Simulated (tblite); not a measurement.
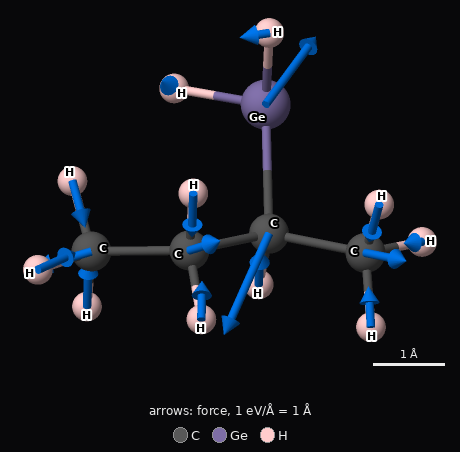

Starting geometry of C₄H₁₁Ge (multiplicity 2) with the computed forces as blue arrows. Style: ball-and-stick. Shown at a tilt.

Method: GFN2-xTB geometry optimisation, gas phase in tblite 0.8.0. 

Is this structure relaxed? If not, where do the atoms go?

Answer. It isn't relaxed: the largest force vector, on C atoms, is 1.60 eV/Å. The final displacements have little in common with the starting forces (cosine between the two patterns 0.19). The largest move after the best rigid fit is that of an H atom, 0.69 Å. Largest moves by element: H 0.69 Å, C 0.11 Å, Ge 0.08 Å. Among the contacts that change: C–Ge 1.951 → 2.065 Å, C–H 1.116 → 1.088 Å, C–C 1.546 → 1.520 Å, Ge–H 1.554 → 1.571 Å. Among the angles between lasting bonds that change: H–Ge–H 110.2° → 97.7°, C–Ge–H 109.5° → 104.7°, C–Ge–H 110.5° → 106.5°. Over 111 geometry steps the energy falls by 6.40 kcal/mol. Cost: 0.59 s on 1 thread of Arm Neoverse V1, with other jobs on the host.
